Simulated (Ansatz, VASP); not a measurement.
# CuI: VASP beside Ansatz, part 2 of 2

Aim: how closely do two programs agree when they are given the same cell, functional and k mesh? The cell is taken from a series of VASP runs on this material, whose earlier steps may have relaxed, scaled or displaced it; both programs get it as it stands. Other levels of theory on this material are compared in a session of their own. Valence electrons are named where the data sets of a main pair hold unlike numbers.

VASP 6.6.1 and Ansatz 0.2.0.

So far. Step 2 (VASP: band structure, LDA, spin-orbit coupling): The run ends at a pressure of -3.64 GPa.

**4. Side by side**

Known differences besides the potentials themselves: spin-orbit coupling enters by fully relativistic files in Ansatz and inside the spheres in VASP; the two LDA forms differ slightly; the data sets hold 36 valence electrons in Ansatz (on its fully relativistic PAW (standard-fr) files) and 18 in VASP; the cutoff is 420 eV in Ansatz and 350 eV in VASP; VASP's log shows a relativistic correction to its local exchange, Ansatz's none. Total energies have different zeros and are not compared.

Both answers:

| quantity | Ansatz | VASP | difference |
| --- | --- | --- | --- |
| pressure (GPa) | -3.81 | -3.64 | -0.17 |
| gap over the path points (eV) | 0.806 | 0.858 | -0.052 |

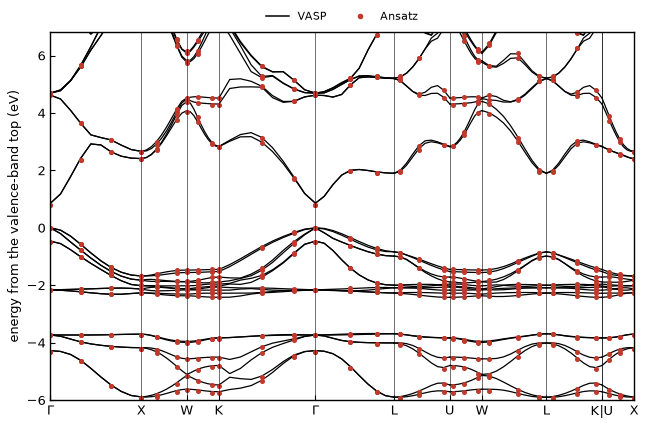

Bands from VASP (lines) and levels from Ansatz (dots). Dots without a line are higher empty bands that the VASP plot leaves out.

Levels at points of the path, from each program's valence-band top (eV; 8 filled, then empty):

| k (reciprocal lattice) | Ansatz | VASP |
| --- | --- | --- |
| 0.000 0.000 0.000 | -2.15 -2.15 -0.48 -0.48 0.00 0.00 0.00 0.00 0.81 0.81 4.62 4.62 4.71 4.71 | -2.16 -2.16 -0.46 -0.46 0.00 0.00 0.00 0.00 0.86 0.86 4.62 4.62 4.69 4.69 |
| 0.167 0.000 0.167 | -2.13 -2.13 -1.01 -1.01 -0.78 -0.78 -0.57 -0.57 2.38 2.38 3.64 3.64 5.62 5.62 | -2.13 -2.13 -1.01 -1.01 -0.78 -0.78 -0.57 -0.57 2.43 2.43 3.64 3.64 5.61 5.61 |
| 0.333 0.000 0.333 | -2.09 -2.09 -1.65 -1.65 -1.51 -1.51 -1.37 -1.37 2.64 2.64 3.04 3.04 7.22 7.22 | -2.10 -2.10 -1.66 -1.66 -1.52 -1.52 -1.38 -1.38 2.65 2.65 3.06 3.06 7.24 7.24 |
| 0.500 0.000 0.500 | -2.13 -2.13 -2.01 -2.01 -1.82 -1.82 -1.67 -1.67 2.41 2.41 2.65 2.65 8.75 8.75 | -2.13 -2.13 -2.02 -2.02 -1.82 -1.82 -1.68 -1.68 2.41 2.41 2.66 2.66 8.80 8.80 |
| 0.500 0.083 0.583 | -2.19 -2.06 -2.04 -2.01 -1.86 -1.80 -1.65 -1.60 2.71 2.74 2.90 3.00 8.00 8.21 | -2.19 -2.06 -2.04 -2.02 -1.87 -1.81 -1.66 -1.60 2.72 2.74 2.91 3.01 8.02 8.22 |
| 0.500 0.194 0.694 | -2.17 -2.11 -2.10 -2.01 -1.87 -1.85 -1.56 -1.48 3.75 3.94 4.03 4.13 6.34 6.37 | -2.17 -2.12 -2.11 -2.02 -1.87 -1.86 -1.57 -1.49 3.77 3.95 4.03 4.14 6.34 6.38 |
| 0.500 0.250 0.750 | -2.15 -2.12 -2.12 -2.01 -1.87 -1.86 -1.55 -1.46 4.04 4.40 4.50 4.51 5.75 5.80 | -2.16 -2.13 -2.12 -2.02 -1.88 -1.87 -1.56 -1.47 4.08 4.41 4.50 4.52 5.76 5.82 |
| 0.458 0.292 0.750 | -2.16 -2.12 -2.07 -1.99 -1.90 -1.82 -1.54 -1.46 3.67 3.86 4.34 4.56 6.07 6.16 | -2.17 -2.13 -2.08 -2.00 -1.91 -1.83 -1.55 -1.47 3.70 3.86 4.36 4.57 6.07 6.17 |
| 0.403 0.347 0.750 | -2.16 -2.06 -2.03 -1.95 -1.90 -1.73 -1.52 -1.45 2.92 2.97 4.29 4.52 6.98 7.16 | -2.17 -2.07 -2.04 -1.96 -1.90 -1.73 -1.53 -1.45 2.93 2.98 4.32 4.53 6.98 7.15 |
| 0.375 0.375 0.750 | -2.16 -2.05 -2.02 -1.95 -1.88 -1.71 -1.52 -1.45 2.81 2.83 4.29 4.52 7.26 7.26 | -2.17 -2.06 -2.03 -1.96 -1.89 -1.71 -1.52 -1.45 2.83 2.84 4.31 4.52 7.25 7.26 |

Among the levels compared at these points, filled levels agree within 15 meV and empty ones within 56 meV. Ansatz's pressure holds a Pulay correction of 0.05 GPa; VASP's holds none.

**5. Ansatz: band structure, r2SCAN, spin-orbit coupling**

The same path points are solved in both programs, so levels can be compared one by one.

The cell is taken from a series of VASP runs on this material, whose earlier steps may have relaxed, scaled or displaced it; both programs get it as it stands.

input.yaml reads:

```yaml
crystal:
  lattice:
    - [0.0, 3.016, 3.016]
    - [3.016, 0.0, 3.016]
    - [3.016, 3.016, 0.0]
  atoms:
    - { symbol: I, position: [0.0, 0.0, 0.0] }
    - { symbol: Cu, position: [0.75, 0.75, 0.75] }
hamiltonian:
  xc: r2scan
  pseudopotentials: { kind: paw_fr }
magnetization:
  noncollinear: true
  spin_orbit: true
kpoints:
  mp_grid: { grid: [6, 6, 6] }
  band_path:
    path:
      - [0.0, 0.0, 0.0]
      - [0.16667, 0.0, 0.16667]
      - [0.33333, 0.0, 0.33333]
      - [0.5, 0.0, 0.5]
      - [0.5, 0.08333, 0.58333]
      - [0.5, 0.19444, 0.69444]
      - [0.5, 0.25, 0.75]
      - [0.45833, 0.29167, 0.75]
      - [0.40278, 0.34722, 0.75]
      - [0.375, 0.375, 0.75]
      - [0.20833, 0.20833, 0.41667]
      - [0.08333, 0.08333, 0.16667]
      - [0.0, 0.0, 0.0]
      - [0.22222, 0.22222, 0.22222]
      - [0.38889, 0.38889, 0.38889]
      - [0.51389, 0.47222, 0.51389]
      - [0.55556, 0.38889, 0.55556]
      - [0.61111, 0.27778, 0.61111]
      - [0.61111, 0.25, 0.63889]
      - [0.56944, 0.25, 0.68056]
      - [0.51389, 0.25, 0.73611]
      - [0.5, 0.27778, 0.72222]
      - [0.5, 0.38889, 0.61111]
      - [0.5, 0.47222, 0.52778]
      - [0.48611, 0.48611, 0.52778]
      - [0.43056, 0.43056, 0.63889]
      - [0.38889, 0.38889, 0.72222]
      - [0.59722, 0.19444, 0.59722]
      - [0.55556, 0.11111, 0.55556]
      - [0.5, 0.0, 0.5]
    npoints: 1
scf:
  occupations: { method: gaussian, width: 0.03 }
  n_extra_bands: 14
output:
  forces: true
  stress: true
  eigenvalues: true
```

Launch:

```bash
$ ansatz run input.yaml --threads 2 --pin off --max-ram 4608MiB --backend cpu --events-out ev --progress --plain --runs-dir out
```

Numbers of over 12 decimals in the logs are rounded to 6 here.

Log:

```text
[...]
Crystal: 2 atoms, lattice volume = 54.869 Å³
Basis set: ecut = 500 eV, 1411 PW (Γ), exchange–correlation on 128×128×128 points (64 copies of the dense FFT grid, shifted against one another)
Bands: 50, of which v1, the nominal top of the filled ones, is band 36 counted from 1 (35 counted from 0)
[...]
k-point 1: bands = [... 32 lower, 7.8994, 7.8994, 8.0915, 8.1459, 10.7454, 10.7454, 13.4423, 13.4423, ... 10 higher]
  k-point 2: bands = [... 32 lower, 7.5675, 7.5675, 7.6832, 7.7502, 10.8688, 10.8688, 14.0205, 14.0205, ... 10 higher]
  k-point 15: bands = [... 32 lower, 6.5748, 6.5982, 6.8412, 6.9331, 12.2194, 12.2920, 12.4232, 12.5598, ... 10 higher]
[key lines of the parts left out:]
SCF converged after 8 iterations
Magnetization: |M| = 0.0000 μB,  M = (+0.0000, +0.0000, +0.0000) μB
Free energy (F): -14145.931774 eV
Fermi energy:    9.098503 eV
P = ⅓ Tr σ = -0.1331 GPa (-1.331 kbar)
```

It took 15 s on 2 threads of Intel Xeon Platinum 8488C (Sapphire Rapids), shared host; peak memory 0.73 GiB.

**6. VASP: band structure, r2SCAN, spin-orbit coupling**

The same cell, functional, mesh and smearing now go to VASP, with its own data sets.

INCAR reads:

```
SYSTEM = CuI
PREC = Accurate
ENCUT = 350
EDIFF = 1E-06
NELM = 100
ISMEAR = 0
SIGMA = 0.03
LREAL = .FALSE.
ALGO = Normal
METAGGA = R2SCAN
LASPH = .TRUE.
LNONCOLLINEAR = .TRUE.
MAGMOM = 0 0 0 0 0 0
NBANDS = 30
GGA_COMPAT = .FALSE.
LSORBIT = .TRUE.
LMAXMIX = 4
LORBIT = 11
LWAVE = .FALSE.
LCHARG = .FALSE.
KPAR = 4
```

POSCAR reads:

```
CuI
1.0
    0.0000000000      3.0160000000      3.0160000000
    3.0160000000      0.0000000000      3.0160000000
    3.0160000000      3.0160000000      0.0000000000
I Cu
1 1
Direct
    0.0000000000      0.0000000000      0.0000000000
    0.7500000000      0.7500000000      0.7500000000
```

KPOINTS reads:

```
Automatic mesh
0
Gamma
6 6 6
0 0 0
```

KPOINTS_OPT reads:

```
Line mode
10
Line-mode
Reciprocal
  0.00000000   0.00000000   0.00000000 GAMMA
  0.50000000   0.00000000   0.50000000 X

  0.50000000   0.00000000   0.50000000 X
  0.50000000   0.25000000   0.75000000 W

  0.50000000   0.25000000   0.75000000 W
  0.37500000   0.37500000   0.75000000 K

  0.37500000   0.37500000   0.75000000 K
  0.00000000   0.00000000   0.00000000 GAMMA

  0.00000000   0.00000000   0.00000000 GAMMA
  0.50000000   0.50000000   0.50000000 L

  0.50000000   0.50000000   0.50000000 L
  0.62500000   0.25000000   0.62500000 U

  0.62500000   0.25000000   0.62500000 U
  0.50000000   0.25000000   0.75000000 W

  0.50000000   0.25000000   0.75000000 W
  0.50000000   0.50000000   0.50000000 L

  0.50000000   0.50000000   0.50000000 L
  0.37500000   0.37500000   0.75000000 K

  0.62500000   0.25000000   0.62500000 U
  0.50000000   0.00000000   0.50000000 X
```

Potentials, in the order of the species: I and Cu (PBE family, release 64).

Launch:

```bash
$ mpirun -np 4 vasp_ncl
```

Log:

```text
[banner, memory and clock lines left out]
running    4 mpi-ranks, on    1 nodes
[...]
|                                                                             |
|               ----> ADVICE to this user running VASP <----                  |
|                                                                             |
|     You enforced a specific xc type in the INCAR file but a different       |
|     [... a line on the potential file left out ...]
|     I HOPE YOU KNOW WHAT YOU ARE DOING!                                     |
|                                                                             |

 LDA part: xc-table for (None), standard interpolation
 POSCAR, INCAR and KPOINTS ok, starting setup
[...]
entering main loop
       N       E                     dE             d eps       ncg     rms          rms(c)
DAV:   1     0.880703224365E+02    0.88070E+02   -0.57482E+03  1320   0.973E+02
DAV:   2    -0.286429868973E+02   -0.11671E+03   -0.10789E+03  1362   0.250E+02
[...]
DAV:  17    -0.359097929336E+02   -0.58334E-06   -0.16496E-07   876   0.536E-03
   1 F= -.35909793E+02 E0= -.35909793E+02  d E =-.716123E-20  mag=     0.0000    -0.0000    -0.0000
 Start KPOINTS_OPT (optional k-point list driver)
k-point batch [1-22\100]
       N       E                     dE             ncg
DAV:   1     0.303438767977E+04   -0.49663E+04     1320
DAV:   2     0.452232429219E+03   -0.25822E+04     1356
DAV:   3     0.214715658046E+03   -0.23752E+03     1680
DAV:   4     0.204545533693E+03   -0.10170E+02     1812
DAV:   5     0.204105974881E+03   -0.43956E+00     1912
DAV:   6     0.204100609702E+03   -0.53652E-02     1804
DAV:   7     0.204100490861E+03   -0.11884E-03     1918
DAV:   8     0.204100489213E+03   -0.16480E-05     1526
DAV:   9     0.204100489147E+03   -0.65637E-07     1090
[...]
k-point batch [89-100\100]
       N       E                     dE             ncg
DAV:   1     0.569230273576E+04   -0.43522E+04      720
DAV:   2     0.431042618709E+04   -0.13819E+04      750
DAV:   3     0.419197292826E+04   -0.11845E+03      912
DAV:   4     0.418710894217E+04   -0.48640E+01     1038
DAV:   5     0.418699112662E+04   -0.11782E+00      974
DAV:   6     0.418698797884E+04   -0.31478E-02     1040
DAV:   7     0.418698794824E+04   -0.30606E-04      976
DAV:   8     0.418698794743E+04   -0.80612E-06      858
```

Parts of OUTCAR (step 6):

```text
  Total       -0.0967274     -0.0967274     -0.0967274      0.0000000     -0.0000000     -0.0000000
  in kB       -2.8244635     -2.8244635     -2.8244635      0.0000000     -0.0000000     -0.0000000
  external PRESSURE =      -2.8244635 kB  Pullay stress =       0.0000000 kB

 POSITION                                       TOTAL-FORCE (eV/Angst)
 -----------------------------------------------------------------------------------
      0.00000      0.00000      0.00000         0.000000     -0.000000     -0.000000
      4.52400      4.52400      4.52400        -0.000000      0.000000      0.000000
 -----------------------------------------------------------------------------------
    total drift:                               -0.000001     -0.000001     -0.000001

  FREE ENERGIE OF THE ION-ELECTRON SYSTEM (eV)
  ---------------------------------------------------
  free  energy   TOTEN  =       -35.9097929336 eV

  energy  without entropy=      -35.9097929336  energy(sigma->0) =      -35.90979293

 magnetization (x)
# of ion       s       p       d       tot
------------------------------------------
    1        0.000   0.000   0.000   0.000
    2        0.000  -0.000   0.000   0.000
--------------------------------------------------
tot          0.000   0.000   0.000   0.000

 magnetization (y)
# of ion       s       p       d       tot
------------------------------------------
    1        0.000   0.000  -0.000   0.000
    2        0.000   0.000   0.000   0.000
--------------------------------------------------
tot          0.000   0.000  -0.000   0.000

 magnetization (z)
# of ion       s       p       d       tot
------------------------------------------
    1       -0.000   0.000   0.000   0.000
    2       -0.000  -0.000  -0.000  -0.000
--------------------------------------------------
tot         -0.000   0.000  -0.000  -0.000

[... 2 parts as in an earlier step ...]

[... 1 further part left out ...]
[key lines of the parts left out:]
E-fermi :   4.7628
```

The PAW data sets were made with PBE, which is usual practice but a small mismatch for other functionals.

**7. Side by side**

What differs besides the data sets and the points named for the pairs above, as far as they apply: VASP keeps PBE cores, Ansatz makes them for the functional; the data sets hold 36 valence electrons in Ansatz (on its fully relativistic PAW (standard-fr) files) and 18 in VASP; the cutoff is 500 eV in Ansatz and 350 eV in VASP. Total energies have different zeros and are not compared.

Compared:

| quantity | Ansatz | VASP | difference |
| --- | --- | --- | --- |
| pressure (GPa) | -0.13 | -0.28 | +0.15 |
| gap over the path points (eV) | 1.511 | 1.504 | +0.007 |

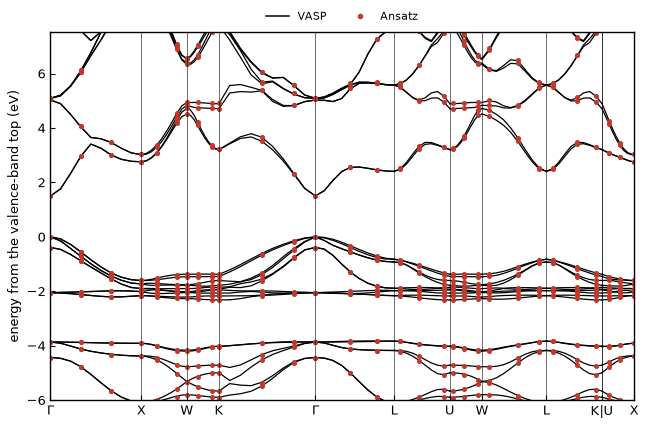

Bands from VASP (lines) and levels from Ansatz (dots). Dots without a line are higher empty bands that the VASP plot leaves out.

Levels at points of the path, from each program's valence-band top (eV; 8 filled, then empty):

| k (reciprocal lattice) | Ansatz | VASP |
| --- | --- | --- |
| 0.000 0.000 0.000 | -2.05 -2.05 -0.40 -0.40 0.00 0.00 0.00 0.00 1.51 1.51 5.05 5.05 5.12 5.12 | -2.05 -2.05 -0.39 -0.39 0.00 0.00 0.00 0.00 1.50 1.50 5.03 5.03 5.09 5.09 |
| 0.167 0.000 0.167 | -2.02 -2.02 -0.88 -0.88 -0.71 -0.71 -0.55 -0.55 2.96 2.96 4.06 4.06 6.08 6.08 | -2.02 -2.02 -0.88 -0.88 -0.71 -0.71 -0.55 -0.55 2.96 2.96 4.05 4.05 6.04 6.04 |
| 0.333 0.000 0.333 | -1.99 -1.99 -1.54 -1.54 -1.44 -1.44 -1.32 -1.32 3.02 3.02 3.47 3.47 7.88 7.88 | -1.99 -1.99 -1.54 -1.54 -1.44 -1.44 -1.32 -1.32 3.01 3.01 3.47 3.47 7.87 7.87 |
| 0.500 0.000 0.500 | -2.01 -2.01 -1.90 -1.90 -1.73 -1.73 -1.60 -1.60 2.76 2.76 3.03 3.03 9.58 9.58 | -2.01 -2.01 -1.90 -1.90 -1.73 -1.73 -1.60 -1.60 2.76 2.76 3.02 3.02 9.60 9.60 |
| 0.500 0.083 0.583 | -2.08 -1.95 -1.93 -1.90 -1.78 -1.71 -1.57 -1.52 3.08 3.09 3.29 3.38 8.69 8.88 | -2.08 -1.95 -1.93 -1.90 -1.78 -1.71 -1.58 -1.52 3.07 3.09 3.28 3.36 8.68 8.87 |
| 0.500 0.194 0.694 | -2.06 -2.01 -2.00 -1.90 -1.77 -1.75 -1.48 -1.39 4.17 4.29 4.41 4.55 6.90 6.93 | -2.06 -2.01 -2.00 -1.90 -1.77 -1.75 -1.48 -1.39 4.17 4.28 4.40 4.53 6.88 6.92 |
| 0.500 0.250 0.750 | -2.04 -2.03 -2.02 -1.90 -1.77 -1.76 -1.47 -1.37 4.51 4.72 4.85 4.96 6.35 6.39 | -2.05 -2.03 -2.02 -1.90 -1.78 -1.76 -1.47 -1.37 4.51 4.72 4.83 4.94 6.33 6.38 |
| 0.458 0.292 0.750 | -2.06 -2.02 -1.98 -1.89 -1.80 -1.72 -1.46 -1.37 4.10 4.23 4.75 4.95 6.60 6.70 | -2.06 -2.02 -1.98 -1.89 -1.80 -1.72 -1.46 -1.37 4.09 4.22 4.75 4.94 6.58 6.68 |
| 0.403 0.347 0.750 | -2.06 -1.96 -1.93 -1.85 -1.80 -1.62 -1.46 -1.37 3.32 3.36 4.72 4.92 7.53 7.70 | -2.06 -1.96 -1.94 -1.85 -1.80 -1.62 -1.46 -1.37 3.31 3.35 4.72 4.90 7.50 7.67 |
| 0.375 0.375 0.750 | -2.06 -1.95 -1.92 -1.85 -1.78 -1.60 -1.46 -1.38 3.21 3.22 4.71 4.91 7.82 7.83 | -2.06 -1.95 -1.93 -1.85 -1.78 -1.60 -1.46 -1.38 3.20 3.21 4.71 4.89 7.79 7.80 |

Among the levels compared at these points, filled levels agree within 12 meV and empty ones within 37 meV. Ansatz's pressure holds a Pulay correction of 0.05 GPa; VASP's holds none.

**8. Results**

```json
{"largest difference of a filled level at the path points (band structure, LDA, spin-orbit coupling)": "15 meV", "difference in gap over the path points (band structure, LDA, spin-orbit coupling)": "-0.052 eV", "largest difference of a filled level at the path points (band structure, r2SCAN, spin-orbit coupling)": "12 meV"}
```

In words: The difference in gap over the path points is -0.052 eV (band structure, LDA, spin-orbit coupling), within the 0.08 eV picked in this series as the mark of a large difference. The data sets hold unlike numbers of valence electrons (36 in Ansatz and 18 in VASP), so part of the differences comes from the potentials. 5 further runs of this series are not shown here. How closely two codes agree says nothing of how well the functional describes the real material.

[Lines on the potential files, build, host, timing and source positions are cut from VASP's logs without a mark.]

[Logs are printed without paths, hosts, clocks, repeated set-up lines and the standing remarks that a program may print on its own settings, such as how far it seeks lower states.]

[Hosts, paths, dates, database ids (printed as entryN), source tags and the programs' standing remarks are cut or masked in the printed files.]
